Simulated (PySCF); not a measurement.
# C$_{6}$H$_{11}$FOSi: what the fields show

```yaml
atoms:
  - { symbol: C, position_ang: [3.1033, -0.0269, 0.5856] }
  - { symbol: C, position_ang: [1.9675, -0.9606, 0.3355] }
  - { symbol: C, position_ang: [0.7565, -0.6216, -0.0871] }
  - { symbol: Si, position_ang: [-0.8941, -1.4787, -0.4263] }
  - { symbol: C, position_ang: [-1.2821, 0.4052, -0.5168] }
  - { symbol: C, position_ang: [-2.1014, 0.8748, 0.6799] }
  - { symbol: O, position_ang: [-3.3349, 0.1973, 0.7584] }
  - { symbol: C, position_ang: [0.2143, 0.7572, -0.4030] }
  - { symbol: F, position_ang: [0.4831, 1.7155, 0.5573] }
  - { symbol: H, position_ang: [3.3998, -0.0783, 1.6331] }
  - { symbol: H, position_ang: [3.9643, -0.3226, -0.0146] }
  - { symbol: H, position_ang: [2.8363, 0.9986, 0.3498] }
  - { symbol: H, position_ang: [2.1759, -2.0069, 0.5264] }
  - { symbol: H, position_ang: [-0.9977, -2.1590, -1.7190] }
  - { symbol: H, position_ang: [-1.5192, -2.2214, 0.6580] }
  - { symbol: H, position_ang: [-1.7296, 0.7989, -1.4325] }
  - { symbol: H, position_ang: [-2.2565, 1.9630, 0.6476] }
  - { symbol: H, position_ang: [-1.5779, 0.6360, 1.6079] }
  - { symbol: H, position_ang: [-3.8363, 0.3809, -0.0434] }
  - { symbol: H, position_ang: [0.6236, 1.1593, -1.3386] }
```

Geometry: GFN2-xTB.

These are results of PBE0/pcSseg-1, SCF density, gas phase, non-relativistic in PySCF 2.14.0, not measurements.

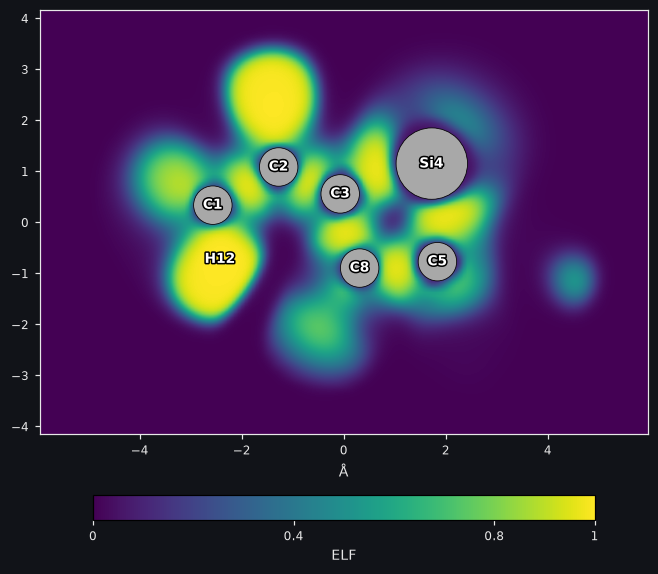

Figure 1. ELF on the plane of atoms C3, Si4 and C5. Grey discs cover the atomic cores.

What does the map show?

Answer. The section cuts through C, Si and H sites. C–C (1.33 Å): the ELF peaks at about 0.90 between the atoms: a multiple bond. C–Si (1.89 Å): the ELF peaks at about 0.95 between the atoms: localised, covalent bonding. C–C (1.49 Å): the ELF peaks at about 0.95 between the atoms: a shared electron pair. C–H (1.09 Å): the ELF climbs to about 1 towards the hydrogen, as it does in any bond to H: an ordinary covalent bond to hydrogen.

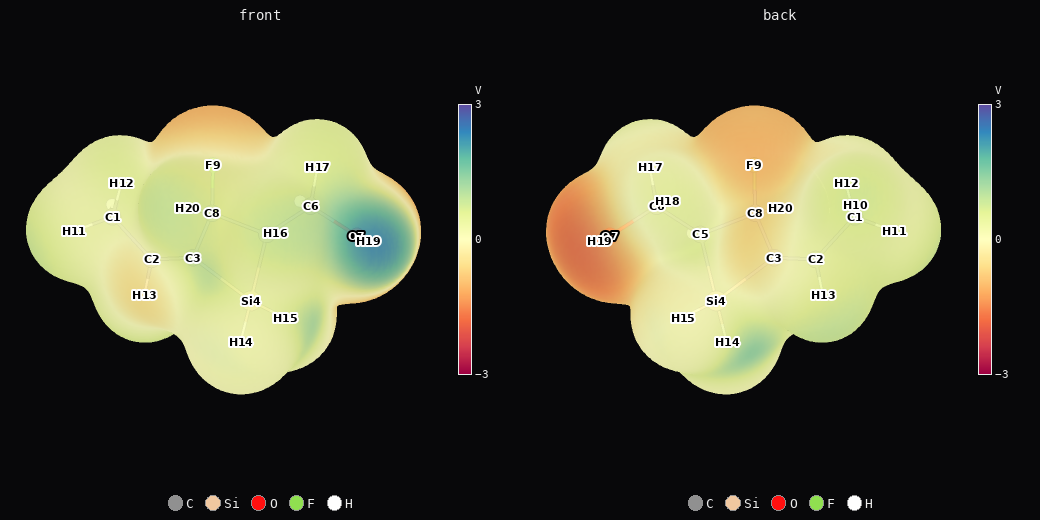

Figure 2. The electrostatic potential painted on the density surface at 0.002 e/bohr³, seen from the front and from behind; the colour scale runs from red (negative) to blue (positive).

Which sites attract a positive test charge, and which a negative one?

Answer. A positive charge is drawn to the negative regions and a negative charge to the positive ones. The most negative region (about −1.7 V) lies over O7, the most positive (about +2.2 V) over H19. O7 is the likeliest acceptor of a hydrogen bond.
